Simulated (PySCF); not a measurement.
O₃, SMILES `O=[O+][O-]`.

Level of theory: PBE0/6-311G** (PySCF), at a geometry from GFN2-xTB. No frequency check shows the geometry to be a minimum.

Coordinates in Å:

```
O1       1.0725   -0.2049    0.0000
O2       0.0000    0.4098    0.0000
O3      -1.0725   -0.2049    0.0000
```

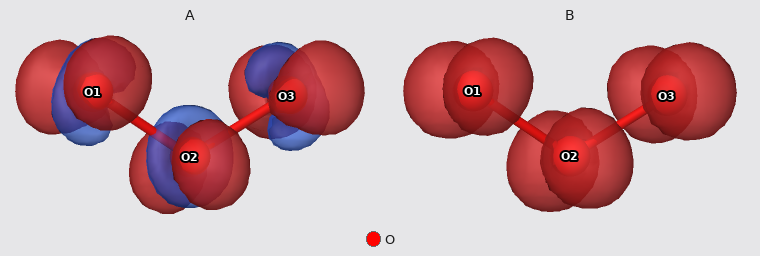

The Fukui function f⁺ from two separate SCF calculations and the density of the LUMO, at ±0.1 e/Å³ (red positive, blue negative).

Q: Which panel is which, and how good is the frozen-orbital picture?

A: A is f⁺ (it has negative regions), B the LUMO density. The LUMO lies on O1, O2 and O3 (33 % each); f⁺ (Hirshfeld-condensed) is largest on O1 and O3 (0.37 each) and O2 (0.26); the vertical electron affinity is 1.34 eV (the stability of the anion's solution wasn't checked; the anion's highest orbital has positive energy, so this value and f⁺ depend on the basis). Relaxation shifts 8 % of the electron between atoms. The orbital energy is −4.70 eV.
